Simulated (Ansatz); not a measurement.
GeH2O2 (SMILES [OH][Ge][OH])

```xyz
5

Ge    0.5481    1.1017    0.5655
O    -0.9080    0.2178    1.1150
O     1.1739    0.0402   -0.7327
H     0.6982   -0.7698   -0.9373
H    -1.1331   -0.6136    0.6879
```

Geometry: PBE0-D4/def2-TZVP.

Computed with isolated molecule in a Gaussian basis; Kohn-Sham density functional theory, functional PBE0 (Ansatz).

**What will maps of the electron density and electron localisation function show?**

Ge–O (1.79 Å): ρ at the midpoint is about 0.95 e/Å³; the ELF peaks at about 0.85 in the valence shell of O, 0.6 Å from its nucleus, and is about 0.35 at the midpoint.
O–H (0.96 Å): ρ is about 3.7 e/Å³ halfway; the ELF climbs to about 1 towards the hydrogen, as it does in any bond to H (a covalent bond by its length).

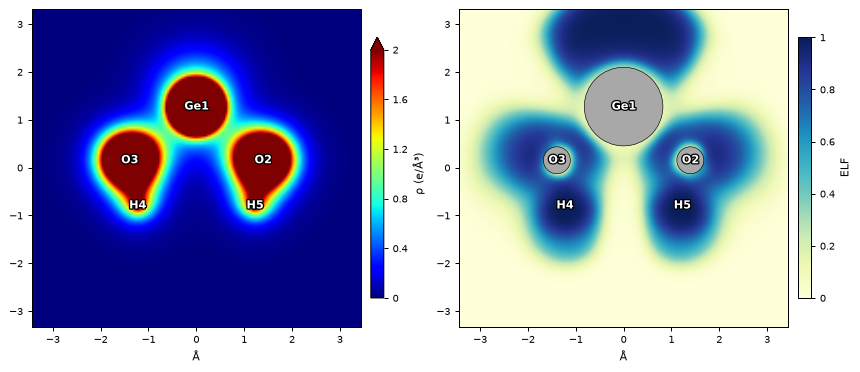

Computed electron density and electron localisation function on the molecular plane, in this order. Grey discs cover the atomic cores in the ELF map. 
